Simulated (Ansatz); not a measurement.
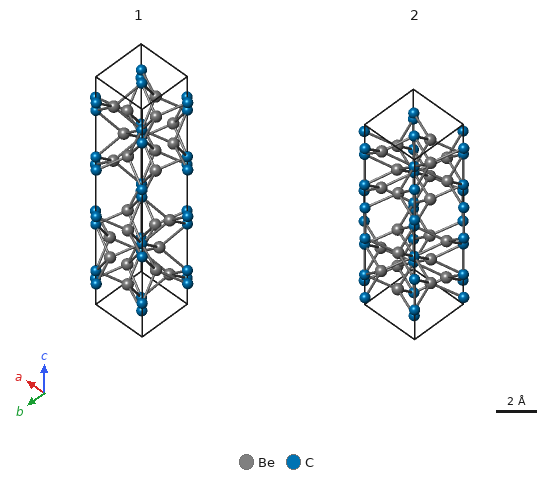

Two geometries of solid Be3C2 (built on the corundum_167 type) (coarse preliminary run), drawn at one scale. One is the start of a relaxation, the other its converged end. A ball-and-stick model of the conventional cell (3 times the calculation's cell), seen from a free direction. Lengths and directions refer to the drawn axes.

Theory: DFT PBE, scalar-relativistic, plane waves, PAW (Ansatz). Set-up: plane-wave cutoff 420 eV; k-point mesh 6 × 6 × 6; occupations gaussian; smearing width 0.1 eV; no spin polarisation; cell and atoms relaxed; force threshold 0.04 eV/Å; at most 70 steps.

Which of the two is the end point?

Structure 2 is the relaxed one. Case: corundum type (R-3c, No. 167). After 11 accepted moves (13 points after the start) the energy has fallen by 366 meV per atom. Largest force component: 0.48 eV/Å at the start, 0.0007 eV/Å at the end. The pressure goes from 0.95 to 0.02 GPa. At 2 points the geometry stayed and the basis and grid were re-selected for the new cell (energy shift of 2.4 meV per atom at most each time). The largest moves relative to the cell, 0.17 Å, are those of C atoms. Largest moves by element: C 0.17 Å, Be 0.11 Å. Cell: a = b 4.609 → 4.973 Å (+7.9 %), c 12.582 → 9.933 Å (−21.1 %). Volume −8.1 %. Near-neighbour distances that change, for instance: C–C 2.571 → 1.686 Å, Be–C 1.909 → 1.838 Å, Be–C 1.796 → 1.857 Å. Among the angles between lasting bonds that change: Be–C–Be 79.6° → 100.6°, Be–C–Be 164.2° → 178.5°, Be–C–Be 90.8° → 79.0°. The space group stays R-3c (No. 167). The run took 61 s on 1 thread of Arm Neoverse V1, with other jobs on the host, peak memory 0.36 GiB.
